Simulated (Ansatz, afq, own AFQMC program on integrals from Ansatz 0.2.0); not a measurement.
**The tungsten atom (quintet): AFQMC on the coupled-cluster ladder, def2-TZVPP**

Aim: compute the tungsten atom (quintet) with auxiliary-field quantum Monte Carlo on the same integrals as coupled cluster, and set the energies side by side.

The runs use Ansatz 0.2.0, Gaussian basis, and an in-house AFQMC program (afq) on its integrals; all values are calculated; def2-TZVPP, frozen cores.

The runs, in order: CCSD(T) on UHF; PBE (unrestricted); CCSDT(Q) on UHF; r2SCAN (unrestricted); PBE0 (unrestricted); B3LYP (unrestricted); wB97M-V (unrestricted); B2PLYP (unrestricted); Phaseless AFQMC, single-determinant trial on UHF; Free-projection AFQMC, CISD trial on UHF.

17 further runs of the same task are left out: 2 for a known fault of the program, 8 that didn't finish, 7 set aside as unsound or not needed.

## 1. The atom

A free atom, in its lowest state of this spin that the program finds. No spin-orbit coupling is included. Elements past krypton take def2 core potentials.

1 atom, charge 0, spin multiplicity 5.

## 2. CCSD(T) on UHF

in.yaml reads:

```yaml
crystal:
  periodic: [false, false, false]
  atoms:
    - {symbol: W, position_ang: [0.000000, 0.000000, 0.000000]}
basis:
  gaussian: {orbitals: def2-TZVPP}
magnetization: {spin_polarized: true, initial_magnetization: 4}
correlation: {method: ccsd_t, electrons: outside_noble_gas, hamiltonian_folder: ham}
```

Run with:

```console
$ ansatz run in.yaml --threads 1 --pin off --events-out ev --progress --plain --max-ram 15360MiB --backend cuda --devices 0, --max-vram 18GiB
```

What it wrote, shortened:

```text
Functional definition: HF
  name "HF"
  cite "Fock, Z. Phys. 61, 126 (1930) doi:10.1007/BF01340294"
  parent pbe
[...]
367 factors; integrals over basis functions are off by at most 2.1e-4 eV
[...]
mean field -1804.70351988 eV, -66.3216310836 hartree, gradient 3.4e-6 eV, S^2 6.263196; 21 other end points of the search recorded, 0 dependent functions left out
determinant -1804.70351988 eV, -66.3216310836 hartree, with singles and doubles -1807.58698394 eV, -66.4275964333 hartree
determinant -1804.62551086 eV, -66.3187643048 hartree, with singles and doubles -1807.56228325 eV, -66.4266886997 hartree
determinant -1803.55153767 eV, -66.2792965184 hartree, with singles and doubles -1806.70392971 eV, -66.3951447890 hartree
determinant -1803.38825512 eV, -66.2732959953 hartree, with singles and doubles -1806.72930713 eV, -66.3960773918 hartree
determinant -1803.22045534 eV, -66.2671294670 hartree, with singles and doubles -1806.12228947 eV, -66.3737699043 hartree
determinant -1802.66742014 eV, -66.2468057981 hartree, with singles and doubles -1805.57969077 eV, -66.3538297698 hartree
determinant -1802.29933323 eV, -66.2332788538 hartree, with singles and doubles -1805.37355885 eV, -66.3462545615 hartree
determinant -1804.70351988 eV, -66.3216310836 hartree, with singles and doubles -1807.54828064 eV, -66.4261741133 hartree
determinant -1804.62551086 eV, -66.3187643048 hartree, with singles and doubles -1807.51839635 eV, -66.4250758857 hartree
4 core orbitals not correlated: weight in the atoms' cores, before any rotation towards them, 0.999 or more for the frozen orbitals, at most 0.000 for the correlated occupied ones
reference -1804.70351988 eV, -66.3216310836 hartree; 5, 1 occupied and 47, 51 virtual orbitals, 367 factors
second order -2.49004072 eV of doubles, -0.00000000 eV of singles
cycle   1  -2.84476158 eV  change   -8.2e-7 eV  update   3.2e-6
perturbative correction -0.14638400 eV, -0.0053795128 hartree
Total energy: -1807.69466546 eV, -66.4315536562 hartree
```

Wall time 3.6 s (1 × H100 (card shared with other runs) with 1 thread, shared host); peak host memory 0.85 GiB.

From the report: ⟨S²⟩ of the determinant 6.263 (pure quintet: 6.00); correlation -2.9911 eV; T1 0.022; largest double amplitude 0.09.

This run also writes the integrals to the folder ham.

## 3. PBE (unrestricted)

in.yaml reads:

```yaml
crystal:
  periodic: [false, false, false]
  atoms:
    - {symbol: W, position_ang: [0.000000, 0.000000, 0.000000]}
basis:
  gaussian: {orbitals: def2-TZVPP}
magnetization: {spin_polarized: true, initial_magnetization: 4}
hamiltonian: {xc: {name: PBE}}
output: {orbitals: {seedname: orbitals}}
```

Run with:

```console
$ ansatz run in.yaml --threads 1 --pin off --events-out ev --progress --plain --max-ram 5120MiB --backend cpu
```

What it wrote, shortened:

```text
Functional definition: PBE
  name "PBE"
  cite "Perdew, Burke & Ernzerhof, Phys. Rev. Lett. 77, 3865 (1996) doi:10.1103/PhysRevLett.77.3865"
  parent pbe
[...]
335 factors; their error is unknown
[...]
mean field -1821.80953431 eV, -66.9502655189 hartree, gradient 1.2e-5 eV, S^2 6.439902; 12 other end points of the search recorded, 0 dependent functions left out
reference -1821.80955878 eV, -66.9502664184 hartree; 9, 5 occupied and 47, 51 virtual orbitals, 335 factors
Total energy: -1821.80955878 eV, -66.9502664184 hartree
```

Run time: 7 s. Hardware: 1 thread, shared host; peak memory 0.72 GiB.

From the report: ⟨S²⟩ of the determinant 6.440 (pure quintet: 6.00).

## 4. CCSDT(Q) on UHF

in.yaml: that of step 3 with these lines changed.

```diff
@@ -7,3 +7,2 @@
 magnetization: {spin_polarized: true, initial_magnetization: 4}
-hamiltonian: {xc: {name: PBE}}
-output: {orbitals: {seedname: orbitals}}
+correlation: {method: ccsdt_q, electrons: outside_noble_gas}
```

Run with:

```console
$ ansatz run in.yaml --threads 1 --pin off --events-out ev --progress --plain --max-ram 15360MiB --backend cuda --devices 0, --max-vram 18GiB
```

What it wrote, shortened:

```text
Functional definition: HF
  name "HF"
  cite "Fock, Z. Phys. 61, 126 (1930) doi:10.1007/BF01340294"
  parent pbe
[...]
588 factors; integrals over basis functions are off by at most 6.9e-8 eV
[...]
mean field -1804.70351965 eV, -66.3216310750 hartree, gradient 3.0e-6 eV, S^2 6.263198; 21 other end points of the search recorded, 0 dependent functions left out
determinant -1804.70351965 eV, -66.3216310750 hartree, with singles and doubles -1807.58698579 eV, -66.4275965014 hartree
determinant -1804.62551033 eV, -66.3187642856 hartree, with singles and doubles -1807.56228926 eV, -66.4266889206 hartree
determinant -1803.55152947 eV, -66.2792962170 hartree, with singles and doubles -1806.70393082 eV, -66.3951448296 hartree
determinant -1803.38825471 eV, -66.2732959803 hartree, with singles and doubles -1806.72929476 eV, -66.3960769373 hartree
[...]
determinant -1802.66741984 eV, -66.2468057874 hartree, with singles and doubles -1805.57968690 eV, -66.3538296277 hartree
determinant -1802.29933316 eV, -66.2332788512 hartree, with singles and doubles -1805.37355438 eV, -66.3462543975 hartree
determinant -1804.70351965 eV, -66.3216310750 hartree, with singles and doubles -1807.54827624 eV, -66.4261739516 hartree
determinant -1804.62551033 eV, -66.3187642856 hartree, with singles and doubles -1807.51839153 eV, -66.4250757087 hartree
4 core orbitals not correlated: weight in the atoms' cores, before any rotation towards them, 0.999 or more for the frozen orbitals, at most 0.000 for the correlated occupied ones
reference -1804.70351965 eV, -66.3216310750 hartree; 5, 1 occupied and 47, 51 virtual orbitals, 588 factors
second order -2.49004614 eV of doubles, -0.00000000 eV of singles
cycle   1  -2.70409277 eV  change   -2.1e-1 eV  update   6.8e-2
[...]
cycle  10  -2.99251228 eV  change    2.5e-7 eV  update   8.8e-8
perturbative correction -0.01851864 eV, -0.0006805476 hartree
Total energy: -1807.71455057 eV, -66.4322844206 hartree
```

Run time: 6 s. Hardware: 1 × H100 (card shared with other runs) with 1 thread, shared host; peak host memory 0.88 GiB.

From the report: ⟨S²⟩ of the determinant 6.263 (pure quintet: 6.00); correlation -3.0110 eV; T1 0.119; largest double amplitude 0.25.

## 5. r2SCAN (unrestricted)

in.yaml: that of step 4 with these lines changed.

```diff
@@ -7,2 +7,2 @@
 magnetization: {spin_polarized: true, initial_magnetization: 4}
-correlation: {method: ccsdt_q, electrons: outside_noble_gas}
+hamiltonian: {xc: {name: r2SCAN}}
```

Run with:

```console
$ ansatz run in.yaml --threads 1 --pin off --events-out ev --progress --plain --max-ram 5120MiB --backend cpu
```

What it wrote, shortened:

```text
Functional definition: r2SCAN
  name "r2SCAN"
  cite "Furness, Kaplan, Ning, Perdew & Sun, J. Phys. Chem. Lett. 11, 8208 (2020) doi:10.1021/acs.jpclett.0c02405"
  cite "Furness, Kaplan, Ning, Perdew & Sun, J. Phys. Chem. Lett. 11, 9248 (2020) doi:10.1021/acs.jpclett.0c03077"
  parent r2scan
[...]
335 factors; their error is unknown
[...]
mean field -1822.04435834 eV, -66.9588951428 hartree, gradient 1.7e-5 eV, S^2 6.639066; 7 other end points of the search recorded, 0 dependent functions left out
reference -1822.04437598 eV, -66.9588957913 hartree; 9, 5 occupied and 47, 51 virtual orbitals, 335 factors
Total energy: -1822.04437598 eV, -66.9588957913 hartree
```

Wall time 16 s (1 thread, shared host); peak memory 0.72 GiB.

From the report: ⟨S²⟩ of the determinant 6.639 (pure quintet: 6.00). The determinant is far from a pure spin state, so its energy mixes those of several spin states (harmless only where they are near-degenerate, as at dissociation).

## 6. PBE0 (unrestricted)

in.yaml: that of step 5 with these lines changed.

```diff
@@ -7,2 +7,3 @@
 magnetization: {spin_polarized: true, initial_magnetization: 4}
-hamiltonian: {xc: {name: r2SCAN}}
+hamiltonian: {xc: {name: PBE0}}
+output: {orbitals: {seedname: orbitals}}
```

The command is unchanged.

What it wrote, shortened:

```text
Functional definition: PBE0
  name "PBE0"
  cite "Adamo & Barone, J. Chem. Phys. 110, 6158 (1999) doi:10.1063/1.478522"
  cite "Perdew, Burke & Ernzerhof, Phys. Rev. Lett. 77, 3865 (1996) doi:10.1103/PhysRevLett.77.3865"
  parent pbe
[...]
400 factors; their error is unknown
[...]
mean field -1820.73226857 eV, -66.9106767334 hartree, gradient 1.4e-5 eV, S^2 6.404813; 18 other end points of the search recorded, 0 dependent functions left out
reference -1820.73228668 eV, -66.9106773987 hartree; 9, 5 occupied and 47, 51 virtual orbitals, 400 factors
Total energy: -1820.73228668 eV, -66.9106773987 hartree
```

It took 6 s on 1 thread, shared host; peak memory 1.6 GiB.

From the report: ⟨S²⟩ of the determinant 6.405 (pure quintet: 6.00).

## 7. B3LYP (unrestricted)

in.yaml: that of step 6 with these lines changed.

```diff
@@ -7,3 +7,2 @@
 magnetization: {spin_polarized: true, initial_magnetization: 4}
-hamiltonian: {xc: {name: PBE0}}
-output: {orbitals: {seedname: orbitals}}
+hamiltonian: {xc: {name: B3LYP}}
```

The command is unchanged.

What it wrote, shortened:

```text
Functional definition: B3LYP
  name "B3LYP"
  cite "Stephens, Devlin, Chabalowski & Frisch, J. Phys. Chem. 98, 11623 (1994) doi:10.1021/j100096a001"
  cite "Becke, Phys. Rev. A 38, 3098 (1988) doi:10.1103/PhysRevA.38.3098"
  cite "Lee, Yang & Parr, Phys. Rev. B 37, 785 (1988) doi:10.1103/PhysRevB.37.785"
  cite "Vosko, Wilk & Nusair, Can. J. Phys. 58, 1200 (1980) doi:10.1139/p80-159"
[...]
380 factors; their error is unknown
[...]
mean field -1821.69774094 eV, -66.9461571883 hartree, gradient 7.5e-6 eV, S^2 6.180908; 10 other end points of the search recorded, 0 dependent functions left out
reference -1821.69788144 eV, -66.9461623517 hartree; 9, 5 occupied and 47, 51 virtual orbitals, 380 factors
Total energy: -1821.69788144 eV, -66.9461623517 hartree
```

Run time: 3.1 s. Hardware: 1 thread, shared host; peak memory 1.6 GiB.

From the report: ⟨S²⟩ of the determinant 6.181 (pure quintet: 6.00).

## 8. wB97M-V (unrestricted)

in.yaml: that of step 7 with these lines changed.

```diff
@@ -7,2 +7,3 @@
 magnetization: {spin_polarized: true, initial_magnetization: 4}
-hamiltonian: {xc: {name: B3LYP}}
+hamiltonian: {xc: {name: wB97M-V}}
+output: {orbitals: {seedname: orbitals}}
```

Launched as before.

What it wrote, shortened:

```text
Functional definition: wB97M-V
  name "wB97M-V"
  cite "Mardirossian & Head-Gordon, J. Chem. Phys. 144, 214110 (2016) doi:10.1063/1.4952647"
  cite "Becke, J. Chem. Phys. 107, 8554 (1997) doi:10.1063/1.475007"
  cite "Vydrov & Van Voorhis, J. Chem. Phys. 133, 244103 (2010) doi:10.1063/1.3521275"
  # Of w^i u^j: cxij and so on, Table III.
[...]
  gx(w, u) = 1 - cx + cx01*u + cx10*w
  gss(w, u) = css00 + css04*u^4 + css10*w + css20*w^2 + css43*w^4*u^3
  gos(w, u) = cos00 + cos10*w + (cos20 + cos21*u)*w^2 + (cos60 + cos61*u)*w^6
[...]
      + integral(e_c_pw_mod_opposite_spin*gos(b97_w_opposite, b97_u_opposite)) + vv10(b, c)
340 factors; their error is unknown
75 factors; integrals over basis functions are off by at most 4.3e-5 eV
[...]
mean field -1818.66678587 eV, -66.8347716440 hartree, gradient 3.7e-6 eV, S^2 6.073646; 7 other end points of the search recorded, 0 dependent functions left out
reference -1818.66681409 eV, -66.8347726812 hartree; 9, 5 occupied and 47, 51 virtual orbitals, 340 factors
Total energy: -1818.66681409 eV, -66.8347726812 hartree
```

It took 15 s on 1 thread, shared host; peak memory 1.6 GiB.

From the report: ⟨S²⟩ of the determinant 6.074 (pure quintet: 6.00).

## 9. B2PLYP (unrestricted)

in.yaml: that of step 8 with these lines changed.

```diff
@@ -7,3 +7,3 @@
 magnetization: {spin_polarized: true, initial_magnetization: 4}
-hamiltonian: {xc: {name: wB97M-V}}
-output: {orbitals: {seedname: orbitals}}
+hamiltonian: {xc: {name: B2PLYP}}
+correlation: {electrons: outside_noble_gas}
```

Launched as before.

What it wrote, shortened:

```text
Functional definition: B2PLYP
  name "B2PLYP"
  cite "Grimme, J. Chem. Phys. 124, 034108 (2006) doi:10.1063/1.2148954"
  cite "Becke, Phys. Rev. A 38, 3098 (1988) doi:10.1103/PhysRevA.38.3098"
  cite "Lee, Yang & Parr, Phys. Rev. B 37, 785 (1988) doi:10.1103/PhysRevB.37.785"
[...]
367 factors; integrals over basis functions are off by at most 2.1e-4 eV
[...]
mean field -1814.84994805 eV, -66.6945054413 hartree, gradient 2.3e-6 eV, S^2 6.177282; 10 other end points of the search recorded, 0 dependent functions left out
4 core orbitals not correlated: weight in the atoms' cores, before any rotation towards them, 1.000 or more for the frozen orbitals, at most 0.000 for the correlated occupied ones
reference -1814.85003758 eV, -66.6945087315 hartree; 5, 1 occupied and 47, 51 virtual orbitals, 367 factors
second order -3.16997387 eV of doubles, -0.00000000 eV of singles
Total energy: -1815.70593052 eV, -66.7259622170 hartree
```

Wall time 5 s (1 thread, shared host); peak memory 1.6 GiB.

From the report: ⟨S²⟩ of the determinant 6.177 (pure quintet: 6.00).

## 10. Phaseless AFQMC, single-determinant trial on UHF

It reads the integrals that the CCSD(T) run on this determinant wrote.

Run with:

```console
$ afq ham --method phaseless --trial hf --walkers 4000 --populations 20 --least-time 40 --time-step 0.005 --steps-per-block 20 --equilibration-blocks 160 --max-blocks 4000 --target-error 0.0007499999999999999 --factor-cut 1e-05 --start spin_pure --seed 4728 --taylor-order 6
```

What it wrote:

```text
orbitals 52  electrons 5 1  factors 367 of 367
reference energy -66.32163108 Eh
CCSD correlation -0.10454330 Eh in 17 cycles, weight of the determinant in the CISD state 0.9046
energy of the start -66.322539 Eh
 block  time / (1/Eh)  mean weight  energy / Eh
     1     0.100  1.0004  -66.342097
     2     0.200  1.0005  -66.356937
     3     0.300  1.0006  -66.367773
     4     0.400  1.0006  -66.376793
     5     0.500  1.0003  -66.383723
     6     0.600  1.0004  -66.389814
     7     0.700  1.0005  -66.395047
     8     0.800  1.0001  -66.398625
     9     0.900  1.0004  -66.402615
    10     1.000  1.0004  -66.405338
    13     1.300  1.0003  -66.410726
    19     1.900  1.0000  -66.419373
    25     2.500  1.0002  -66.423656
    31     3.100  1.0000  -66.424657
    37     3.700  1.0003  -66.424563
    43     4.300  1.0001  -66.427102
    49     4.900  1.0000  -66.426591
    55     5.500  1.0001  -66.430092
    61     6.100  0.9999  -66.428047
    67     6.700  1.0001  -66.429270
    73     7.300  1.0000  -66.432298
    79     7.900  0.9999  -66.432913
    85     8.500  1.0002  -66.426001
    91     9.100  0.9999  -66.427111
    97     9.700  0.9998  -66.429297
   103    10.300  1.0003  -66.427931
   109    10.900  1.0000  -66.427217
   115    11.500  1.0002  -66.427141
   121    12.100  1.0002  -66.425946
   127    12.700  0.9999  -66.428853
   133    13.300  1.0000  -66.429712
   139    13.900  0.9997  -66.429507
   145    14.500  0.9996  -66.426055
   151    15.100  0.9998  -66.425553
   157    15.700  1.0000  -66.426248
   163    16.300  0.9999  -66.427059
   169    16.900  1.0002  -66.429425
   175    17.500  1.0002  -66.427384
   181    18.100  1.0000  -66.427003
   187    18.700  1.0002  -66.424875
   193    19.300  1.0001  -66.425884
   199    19.900  0.9998  -66.426342
   205    20.500  0.9999  -66.426353
   211    21.100  1.0000  -66.426049
   217    21.700  1.0001  -66.424932
   223    22.300  1.0002  -66.425121
   229    22.900  1.0002  -66.423528
   235    23.500  0.9997  -66.421061
error from the spread of 20 populations
energy -66.425573 +/- 0.000606 Eh
```

Run time: 26 s. Hardware: 1 × H100 (card shared with other runs) with 2 threads, shared host.

Energy -1807.5319 ± 0.0165 eV. Caveats: constraint bias not in the error.

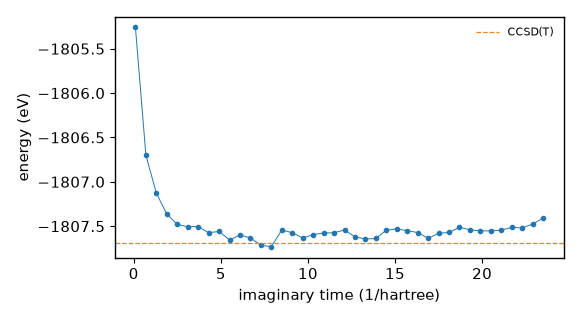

Block energies along the walk.

## 11. Free-projection AFQMC, CISD trial on UHF

It reads the integrals that the CCSD(T) run on this determinant wrote.

Run with:

```console
$ afq ham --method free --trial cisd --walkers 4000 --time-step 0.03 --max-blocks 4000 --target-error 0.0003 --factor-cut 1e-05 --seed 4923 --times 0,0.3,0.6,1.2,1.8,2.4,3.6,4.8,6 --taylor-order 8
```

What it wrote:

```text
orbitals 52  electrons 5 1  factors 367 of 367
reference energy -66.32163108 Eh
CCSD correlation -0.10454330 Eh in 17 cycles, weight of the determinant in the CISD state 0.9046
repeat  energy at the last time / Eh  error
    10  -66.432991  0.000126
    20  -66.433011  0.000075
    30  -66.433003  0.000057
time / (1/Eh)  energy / Eh  error  mean overlap
  0.00  -66.426174  0.000006  1.1054
  0.30  -66.429254  0.000013  1.1037
  0.60  -66.430551  0.000020  1.1044
  1.20  -66.431672  0.000024  1.1053
  1.80  -66.432132  0.000021  1.1060
  2.40  -66.432406  0.000022  1.1069
  3.60  -66.432648  0.000033  1.1125
  4.80  -66.432790  0.000046  1.1227
  6.00  -66.433006  0.000055  1.1244
energy -66.433006 +/- 0.000055 Eh
```

Wall time 36 s (1 × H100 (card shared with other runs) with 2 threads, shared host).

Energy -1807.7342 ± 0.0015 eV. The run doesn't count as converged. Caveats: remainder of the start not in the error; start not forgotten; start is not spin pure.

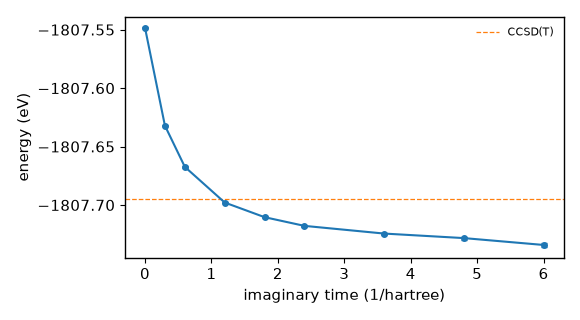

Energy against projection time, with error bars.

## 12. AFQMC on the ladder

On the UHF determinant, counted from CCSDT(Q) (a yardstick, not exact):

```tsv
level	energy (eV)	from CCSDT(Q) (kcal/mol)	statistical error (kcal/mol)	time
HF	-1804.7035	+69.44		
MP2	-1807.1936	+12.01		
CCSD	-1807.5483	+3.83		
CCSD(T)	-1807.6947	+0.46		
CCSDT(Q)	-1807.7146	0.00		
Phaseless AFQMC, single-determinant trial, step 0.005, 4000 walkers	-1807.5319	+4.21	0.38	26 s
```

The functionals' totals stand on their own zeros and serve differences with other points: PBE -1821.810 eV; r2SCAN -1822.044 eV; PBE0 -1820.732 eV; B3LYP -1821.698 eV; wB97M-V -1818.667 eV; B2PLYP -1815.706 eV.

## 13. What came out

```
                                                      quantity                  value
                                  CCSD(T) on UHF from CCSDT(Q)         +0.46 kcal/mol
Phaseless AFQMC, single-determinant trial on UHF from CCSDT(Q)  +4.21 ± 0.38 kcal/mol
```

Error bars are statistical and leave out the constraint, the time step and what remains of the start. W carries a core potential, and spin-orbit coupling is left out.
